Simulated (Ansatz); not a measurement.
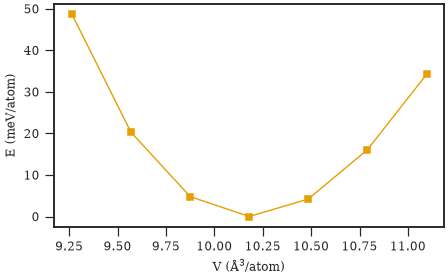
*Cu2O (anti-CdI2 type, P-3m1) under volume change, DFT-r²SCAN in the program Ansatz with PAW potentials, shape and atoms relaxed at each volume.*

Task: What does a third-order Birch–Murnaghan fit give for V₀, B₀ and B′?

Result: V₀ = 10.18 Å³/atom, B₀ = 157 GPa, B′ = 4.9.

A made-up cell: these elements were put on the sites of a structure type; neither database checked (COD, Materials Project) lists it. It is not the phase usual at ambient conditions (space group No. 224). Symmetry was held in the r²SCAN relaxation; its stability against distortions is not shown here. No spin polarisation was allowed. No Hubbard U is applied.

Potentials: the later of the program's two PAW sets.
